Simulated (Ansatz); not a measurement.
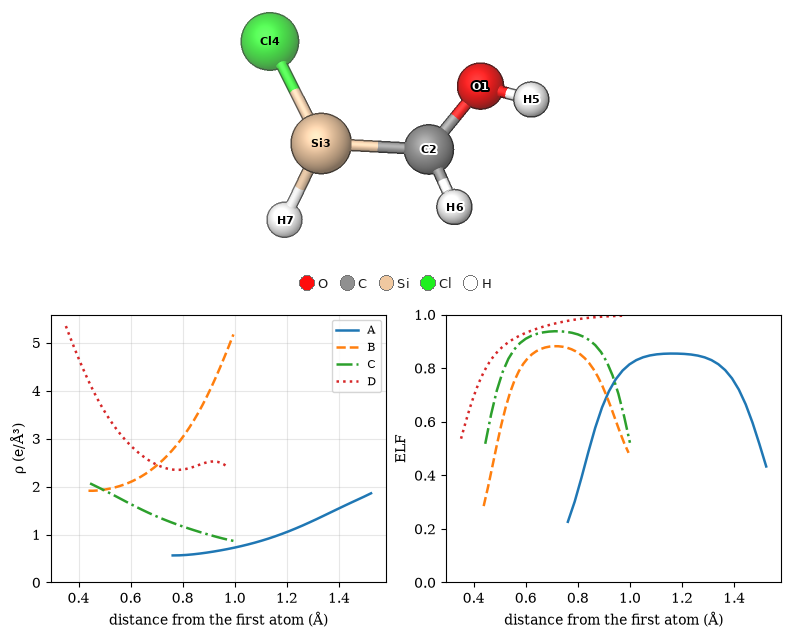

Figure. CH3ClOSi (SMILES OC=[SiH]Cl). Total electron density and ELF along straight lines between neighbouring atoms. The curves leave out the atomic cores. The structure is drawn too.

Computed with Ansatz, RKS B3LYP-D4/cc-pVDZ.

```tsv
atom	x (Å)	y (Å)	z (Å)
O	-0.8464	1.5209	0.0446
C	0.1854	0.7418	0.4282
Si	1.6021	1.2706	1.3625
Cl	1.3229	2.9311	2.6185
H	-1.2391	1.1776	-0.7728
H	0.3142	-0.2047	-0.1241
H	2.1967	0.1311	2.1176
```

### Which curve belongs to which contact (C–O, C–Si, O–H and Si–Cl)? The first atom named is at distance zero.

Curve A: Si–Cl (2.10 Å): ρ at the midpoint is about 0.79 e/Å³; the ELF peaks at about 0.85 between the atoms: a polar covalent bond. Curve B: C–O (1.35 Å): ρ is about 2.3 e/Å³ halfway, with its minimum of 1.9 e/Å³ about 0.5 Å from C; the ELF peaks at about 0.90 between the atoms; a polar covalent bond. Curve C: C–Si (1.78 Å): ρ at the midpoint is about 1 e/Å³; the ELF peaks at about 0.95 between the atoms, as expected for localised, covalent bonding. Curve D: O–H (0.97 Å): the density is about 3.7 e/Å³ at the midpoint; the ELF climbs to about 1 towards the hydrogen, as it does in any bond to H: a covalent bond by its length.
